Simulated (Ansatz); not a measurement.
## Phonon calculation, with input and output: CH$_{6}$OSiTe

CH$_{6}$OSiTe, computed with UKS revPBE-D4/def2-SVP (Ansatz 0.2.0).

It belongs to a series of runs on one base structure; here: vibrations at the highest image of the band.

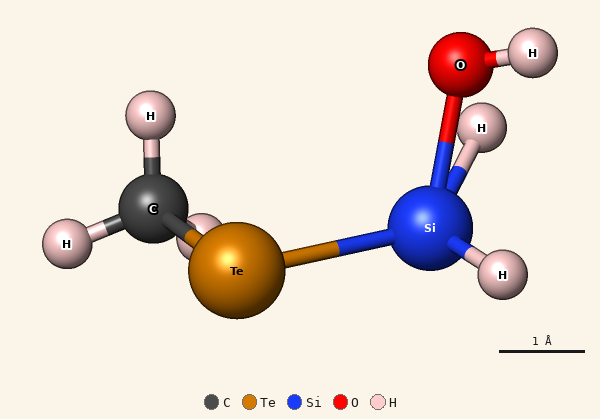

Fig. 1: The structure as given in the input (ball-and-stick view, seen at a tilt). Bond lengths as drawn: C–H 1.10 to 1.11 Å, C–Te 2.20 Å, H–O 0.98 Å, H–Si 1.52 to 1.64 Å, O–Si 1.98 Å and Si–Te 2.50 Å.

## The input
```yaml
crystal:
  periodic: [false, false, false]
  atoms:
    - { symbol: C, position_ang: [-1.566865, 0.521586, -1.339502] }
    - { symbol: Te, position_ang: [-1.549952, 0.487225, 0.857682] }
    - { symbol: Si, position_ang: [0.525589, -0.89725, 0.990113] }
    - { symbol: O, position_ang: [2.110258, 0.232945, 0.635189] }
    - { symbol: H, position_ang: [-1.315263, -0.488877, -1.708955] }
    - { symbol: H, position_ang: [-0.831136, 1.264817, -1.694125] }
    - { symbol: H, position_ang: [-2.587575, 0.803507, -1.657583] }
    - { symbol: H, position_ang: [1.882076, -0.971589, 0.072999] }
    - { symbol: H, position_ang: [0.644064, -1.112513, 2.494594] }
    - { symbol: H, position_ang: [2.772005, 0.109049, 1.352487] }
magnetization:
  spin_polarized: true
basis:
  gaussian: { orbitals: def2-SVP }
hamiltonian:
  xc: revpbe
  dispersion: d4
phonons: {}
```

Run as:
```bash
ansatz run input.yaml --threads 2 --pin off --max-ram 3072MiB --backend cpu --events-out ev --progress --plain --runs-dir out
```

## Log
```
Engine: ansatz 0.2.0, aarch64-unknown-linux-gnu
Functional definition: revPBE
  parameter kappa = 1.245
  parameter beta = 0.06672455060314922
  exchange = pbe_x(kappa = kappa, mu = beta*pi^2/3)
  correlation = pbe_c(beta = beta)
1165 factors; their error is unknown
mean field evaluation 1: about -18333.4220 eV, gradient 5.1e1 eV
mean field evaluation 2: about -18242.1590 eV, gradient 1.3e2 eV
mean field evaluation 4: about -18343.2391 eV, gradient 1.9e1 eV
mean field evaluation 8: about -18344.9854 eV, gradient 3.1e-1 eV
mean field evaluation 16: about -18344.9370 eV, gradient 3.1e-4 eV
mean field -18344.93703743 eV, -674.1640014807 hartree, gradient 2.2e-5 eV, S^2 0.000000; 0 other end points of the search recorded, 0 dependent functions left out
the calculation of the forces begins
reference -18344.93708253 eV, -674.1640031379 hartree; 29, 29 occupied and 73, 73 virtual orbitals, 1165 factors
these checks for a lower state are left out or cut short: stability, starts, cluster_reference, orbital_swaps, neighbouring_geometries, increment
1165 factors; their error is unknown
mean field -18344.93681434 eV, -674.1639932823 hartree, gradient 3.0e-6 eV, S^2 0.000000; 0 other end points of the search recorded, 0 dependent functions left out
[... from here on the field's lines of each further geometry are left out, up to the last ...]
the calculation of the forces begins
reference -18344.93700000 eV, -674.1640001050 hartree; 29, 29 occupied and 73, 73 virtual orbitals, 1165 factors
these checks for a lower state are left out or cut short: stability, starts, cluster_reference, orbital_swaps, neighbouring_geometries, increment
1165 factors; their error is unknown
mean field -18344.93696562 eV, -674.1639988417 hartree, gradient 2.3e-6 eV, S^2 0.000000; 0 other end points of the search recorded, 0 dependent functions left out
the calculation of the forces begins
reference -18344.93701070 eV, -674.1640004983 hartree; 29, 29 occupied and 73, 73 virtual orbitals, 1165 factors
WARN: phonons: modes at or below zero, which the zero-point energy, F, S and C_V leave out: 1, the lowest at -1280.37 cm⁻¹. A minimum has none, and a first-order saddle one
Total energy: -18345.54908820 eV, -674.1864939317 hartree
Atom 0 at    -1.566865     0.521586    -1.339502 Å, force     0.001554    -0.001328     0.001857 eV/Å
Atom 1 at    -1.549952     0.487225     0.857682 Å, force     0.000179    -0.001504    -0.000095 eV/Å
Atom 2 at     0.525589    -0.897250     0.990113 Å, force    -0.000309     0.000104    -0.000370 eV/Å
Atom 3 at     2.110258     0.232945     0.635189 Å, force     0.001996     0.007669    -0.005433 eV/Å
Atom 4 at    -1.315263    -0.488877    -1.708955 Å, force    -0.002342     0.001109     0.000415 eV/Å
Atom 5 at    -0.831136     1.264817    -1.694125 Å, force    -0.000704    -0.000492    -0.000871 eV/Å
Atom 6 at    -2.587575     0.803507    -1.657583 Å, force     0.000209     0.000922    -0.001207 eV/Å
Atom 7 at     1.882076    -0.971589     0.072999 Å, force     0.001944    -0.000065     0.003702 eV/Å
Atom 8 at     0.644064    -1.112513     2.494594 Å, force     0.000019    -0.000264     0.000363 eV/Å
Atom 9 at     2.772005     0.109049     1.352487 Å, force    -0.002547    -0.006150     0.001640 eV/Å
Dipole moment:     0.225551    -0.022378    -0.008304 e Å
Vibrations: -1280.37 43.23 71.34 128.79 145.22 275.54 328.53 483.05 498.20 594.58 671.66 785.45 813.74 823.24 992.71 1190.52 1388.81 1397.99 1765.11 2058.39 3001.64 3125.26 3133.83 3607.52 cm⁻¹, zero-point energy 1.693892 eV
```

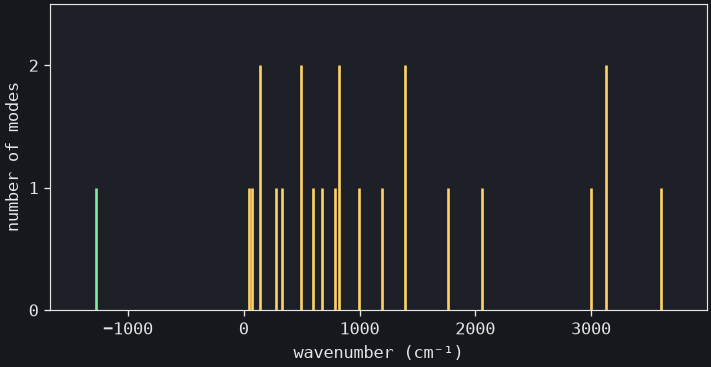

Fig. 2: Harmonic vibrational wavenumbers from the force constants; neighbouring modes closer than 22 cm⁻¹ are counted in one stick, and imaginary ones are drawn at negative wavenumbers. 24 modes from 1280i to 3608 cm⁻¹, 1 imaginary beyond 8i (1280i cm⁻¹): a first-order saddle point, if the geometry is stationary.

## Summary

- outcome: converged
- total energy: −18345.5491 eV
- mean-field energy: −18344.9371 eV
- largest force (length of the vector): 0.010 eV/Å
- hardware: 2 threads of Arm Neoverse V1, 24 GiB of memory available, shared host
- wall time: 1.7 min (CPU time 3.3 min)
- peak memory: 0.17 GiB
